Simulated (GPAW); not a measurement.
# Screening of a field by V2CO2 MXene monolayer, part 2 of 2

Wanted: the out-of-plane polarisability of V2CO2 MXene monolayer.

GPAW 26.7.0; GPAW, PAW setups; layer in a repeated cell with vacuum, relaxation of atoms and in-plane cell (the session's first sound run).

So far, dipole along the normal (e·Å): step 2 (relaxing the atoms) -4.2e-4; step 3 (plane waves, PBE) -3.3e-4; step 4 (field on) -0.0441; step 5 (In a field) -0.0220.

**6. Field on**

Level of this step: GPAW, PAW setups; slab in vacuum (GPAW).

run.py

```python
import json
import numpy as np
from ase import Atoms
from gpaw import GPAW, PW
from gpaw.external import ConstantElectricField

slab = Atoms(
    ['O', 'V', 'C', 'V', 'O'],
    positions=[
        [-0.00000, 1.66690, 7.00000],
        [1.44358, 0.83345, 8.02998],
        [-0.00000, 0.00000, 9.22533],
        [-0.00000, 1.66690, 10.42070],
        [1.44358, 0.83345, 11.45068]],
    cell=[[2.88715, -0.0, 0.0], [-1.44358, 2.50035, 0.0], [0.0, 0.0, 18.4507]],
    pbc=[True, True, False],
    magmoms=[0.0, 2.0, 0.0, 2.0, 0.0])

slab.calc = GPAW(mode=PW(500), xc='PBE', kpts={'size': (12, 12, 1), 'gamma': True},
                 occupations={'name': 'fermi-dirac', 'width': 0.05}, nbands='160%',
                 convergence={'density': 1e-05}, maxiter=200,
                 poissonsolver={'dipolelayer': 'xy'},
                 external=ConstantElectricField(-0.05, [0, 0, 1]),
                 symmetry={'tolerance': 1e-3}, txt='slab.txt')
result = {}
energy = slab.get_potential_energy()
fermi = slab.calc.get_fermi_level()
v = slab.calc.get_electrostatic_potential().mean((0, 1)) - fermi
n = slab.calc.get_pseudo_density().mean((0, 1))
L = slab.cell[2, 2]
z = np.arange(len(v)) * L / len(v)
low, high = slab.positions[:, 2].min(), slab.positions[:, 2].max()
below, above = np.interp([low - 4.8, high + 4.8], z, v)
slopes = [np.interp(x, z, np.gradient(v, z)) for x in (low - 4.8, high + 4.8)]
eps = np.array([[slab.calc.get_eigenvalues(k, s) for k in range(len(slab.calc.get_ibz_k_points()))]
                for s in range(slab.calc.get_number_of_spins())]) - fermi
top, bottom = eps[eps < 0].max(), eps[eps > 0].min()
dipole = slab.get_dipole_moment()[2]
print(f'energy {energy:.4f} eV, Fermi level {fermi:.4f} eV, dipole {dipole:.5f} e A')
print(f'potential 4.8 A off the faces, from the Fermi level: lower {below:.4f} eV, upper {above:.4f} eV')
print(f'slope of the potential there: lower {slopes[0]:.5f}, upper {slopes[1]:.5f} eV/A')
print(f'nearest levels on the mesh: {top:.4f} and {bottom:.4f} eV')
print('magnetic moment', round(slab.get_magnetic_moment(), 3))
result.update(energy=energy, fermi=fermi, dipole=dipole, below=below, above=above, slopes=slopes, edges=[top, bottom],
              z=z.tolist(), v=v.tolist(), n=n.tolist(), positions=slab.positions.tolist(),
              forces=slab.get_forces(apply_constraint=False).tolist(), moments=slab.get_magnetic_moments().tolist())
json.dump(result, open('result.json', 'w'))
```

Launch:

```
$ OMP_NUM_THREADS=1 OPENBLAS_NUM_THREADS=1 python run.py
```

The program printed:

```text
energy -42.8493 eV, Fermi level -1.1973 eV, dipole -0.01102 e A
potential 4.8 A off the faces, from the Fermi level: lower 6.5079 eV, upper 6.7843 eV
slope of the potential there: lower -0.00026, upper 0.00026 eV/A
nearest levels on the mesh: -0.1032 and 0.0220 eV
magnetic moment -0.0
```

The job ended after 9 min (1 thread of Arm Neoverse V2, shared host; peak memory 0.58 GiB).

The electrostatic potential energy of an electron (without an applied field's), less the Fermi level, planar mean oscillates, so the rows of the table below give means over windows of 1.35 Å about each position, cut where the curve ends. Its maxima inside the range that stand out by 2 % of the span (Å: eV): 7.4: -9.67, 8.7: -8.27, 9.7: -8.22, 11.1: -9.49. Its minima: 7.0: -12.5, 8.1: -19.0, 9.2: -14.0, 10.4: -18.9, 11.4: -12.3.

The electrostatic potential energy of an electron (without an applied field's), less the Fermi level, planar mean by z; means over each step:

| z (Å) | electrostatic potential energy of an electron (without an applied field's), less the Fermi level, planar mean (eV) |
| --- | --- |
| 0.68 | 6.53 |
| 2.03 | 6.51 |
| 3.38 | 6.51 |
| 4.73 | 6.49 |
| 6.08 | 4.20 |
| 7.43 | -12.7 |
| 8.78 | -12.2 |
| 10.13 | -13.6 |
| 11.48 | -6.57 |
| 12.83 | 6.36 |
| 14.18 | 6.78 |
| 15.53 | 6.78 |
| 16.88 | 6.78 |
| 18.23 | 6.77 |

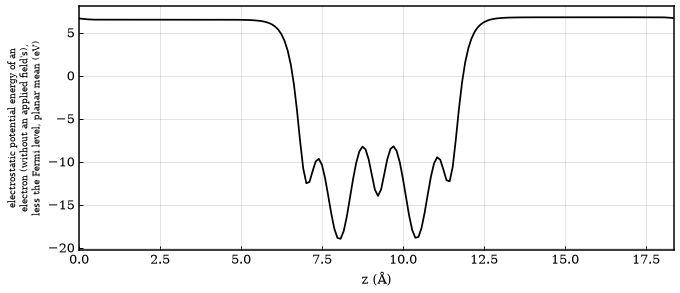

Electrostatic potential energy of an electron (without an applied field's), less the Fermi level, planar mean against z.

**7. Field on**

run.py: that of step 6 with these lines changed.

```diff
@@ -22,3 +22,3 @@
                  poissonsolver={'dipolelayer': 'xy'},
-                 external=ConstantElectricField(-0.05, [0, 0, 1]),
+                 external=ConstantElectricField(0.05, [0, 0, 1]),
                  symmetry={'tolerance': 1e-3}, txt='slab.txt')
```

The program printed:

```text
energy -42.8493 eV, Fermi level -1.1973 eV, dipole 0.01100 e A
potential 4.8 A off the faces, from the Fermi level: lower 6.7840 eV, upper 6.5081 eV
slope of the potential there: lower -0.00026, upper 0.00026 eV/A
nearest levels on the mesh: -0.1031 and 0.0219 eV
magnetic moment -0.0
```

The job ended after 8.5 min (1 thread; peak memory 0.58 GiB).

The electrostatic potential energy of an electron (without an applied field's), less the Fermi level, planar mean oscillates, so the rows of the table below give means over windows of 1.35 Å about each position, cut where the curve ends. Its maxima inside the range that stand out by 2 % of the span (Å: eV): 7.4: -9.49, 8.7: -8.22, 9.7: -8.27, 11.1: -9.67. Its minima: 7.0: -12.3, 8.1: -18.9, 9.2: -14.0, 10.4: -19.0, 11.4: -12.5.

Electrostatic potential energy of an electron (without an applied field's), less the Fermi level, planar mean against z; means over each step:

| z (Å) | electrostatic potential energy of an electron (without an applied field's), less the Fermi level, planar mean (eV) |
| --- | --- |
| 0.68 | 6.77 |
| 2.03 | 6.78 |
| 3.38 | 6.78 |
| 4.73 | 6.77 |
| 6.08 | 4.46 |
| 7.43 | -12.5 |
| 8.78 | -12.2 |
| 10.13 | -13.7 |
| 11.48 | -6.79 |
| 12.83 | 6.09 |
| 14.18 | 6.50 |
| 15.53 | 6.51 |
| 16.88 | 6.51 |
| 18.23 | 6.53 |

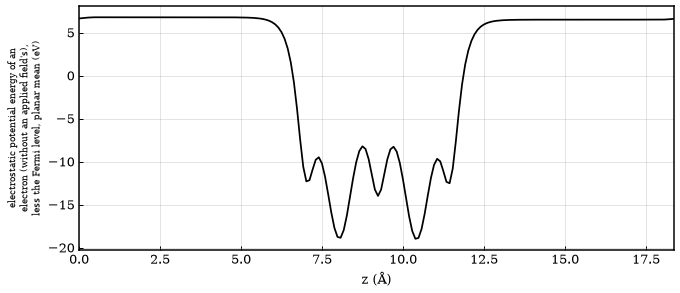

Electrostatic potential energy of an electron (without an applied field's), less the Fermi level, planar mean against z.

**8. Field on**

run.py: that of step 7 with these lines changed.

```diff
@@ -22,3 +22,3 @@
                  poissonsolver={'dipolelayer': 'xy'},
-                 external=ConstantElectricField(0.05, [0, 0, 1]),
+                 external=ConstantElectricField(0.1, [0, 0, 1]),
                  symmetry={'tolerance': 1e-3}, txt='slab.txt')
```

The program printed:

```text
energy -42.8502 eV, Fermi level -1.1975 eV, dipole 0.02201 e A
potential 4.8 A off the faces, from the Fermi level: lower 6.9222 eV, upper 6.3704 eV
slope of the potential there: lower -0.00026, upper 0.00026 eV/A
nearest levels on the mesh: -0.1031 and 0.0219 eV
magnetic moment -0.0
```

Wall time 8 min (1 thread); peak memory 0.58 GiB.

The dipole is now 0.0220 e Å, against -3.3e-4 in the run without a field.

**9. In a field**

run.py: that of step 8 with these lines changed.

```diff
@@ -22,3 +22,3 @@
                  poissonsolver={'dipolelayer': 'xy'},
-                 external=ConstantElectricField(0.1, [0, 0, 1]),
+                 external=ConstantElectricField(0.2, [0, 0, 1]),
                  symmetry={'tolerance': 1e-3}, txt='slab.txt')
```

The program printed:

```text
energy -42.8535 eV, Fermi level -1.1980 eV, dipole 0.04410 e A
potential 4.8 A off the faces, from the Fermi level: lower 7.1998 eV, upper 6.0943 eV
slope of the potential there: lower -0.00026, upper 0.00025 eV/A
nearest levels on the mesh: -0.1031 and 0.0220 eV
magnetic moment -0.0
```

Run time: 9.2 min. Hardware: 1 thread; peak memory 0.58 GiB.

The dipole is now 0.0441 e Å, against -3.3e-4 in the run without a field.

**10. Field on**

run.py: that of step 9 with these lines changed.

```diff
@@ -22,3 +22,3 @@
                  poissonsolver={'dipolelayer': 'xy'},
-                 external=ConstantElectricField(0.2, [0, 0, 1]),
+                 external=ConstantElectricField(0.3, [0, 0, 1]),
                  symmetry={'tolerance': 1e-3}, txt='slab.txt')
```

The program printed:

```text
energy -42.8590 eV, Fermi level -1.1989 eV, dipole 0.06615 e A
potential 4.8 A off the faces, from the Fermi level: lower 7.4775 eV, upper 5.8195 eV
slope of the potential there: lower -0.00027, upper 0.00025 eV/A
nearest levels on the mesh: -0.1031 and 0.0220 eV
magnetic moment -0.0
```

Wall time 9.7 min (1 thread); peak memory 0.58 GiB.

The dipole is now 0.0661 e Å, against -3.3e-4 in the run without a field.

**11. The series**

The members are put on one axis.

This step: induced dipole against applied field (GPAW 26.7.0).

Dipole along the normal against field:

| field (V/Å) | dipole along the normal (e·Å) |
| --- | --- |
| -0.200 | -0.0441 |
| -0.100 | -0.0220 |
| -0.050 | -0.0110 |
| 0.000 | -3.3e-4 |
| 0.050 | 0.0110 |
| 0.100 | 0.0220 |
| 0.200 | 0.0441 |
| 0.300 | 0.0661 |

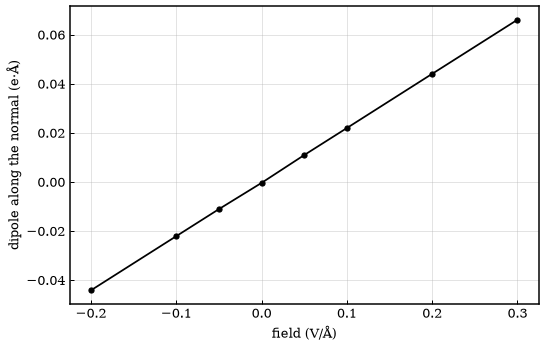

Dipole along the normal, plotted against field.

**12. Outcome**

| Quantity | Value |
| --- | --- |
| work function, upper and lower face | 6.650 and 6.642 eV |
| dipole along the normal | -3.3e-4 e Å |
| induced dipole per field | 0.220 e Å per V/Å |
| out-of-plane polarisability per area, α/(ε0 A) | 5.53 Å |

What this shows: The field induces 0.220 e Å per V/Å, a polarisable thickness α/(ε0 A) of 5.53 Å beside 4.45 Å between the outermost nuclei. A perfect conductor would give the distance between its two image planes; a dielectric of thickness t gives t(1 - 1/ε). The induced dipole is linear in the field over this range. The starting lattice was a guess from atomic radii; the relaxation moved it by -4 %. The small printed dipole stands for a step of 8.3 meV from the lower to the upper face, and the probes find 7.3 meV; values this small are near the numerical noise of both. One magnetic start was tried; another order may lie lower. The layer's cell and atoms come from the relaxation; spin-orbit coupling and temperature are left out.

[Logs are printed without paths, hosts, clocks, repeated set-up lines and the standing remarks that a program may print on its own settings, such as how far it seeks lower states.]

[Hosts, paths, dates, database ids (printed as entryN), source tags and the programs' standing remarks are cut or masked in the printed files.]
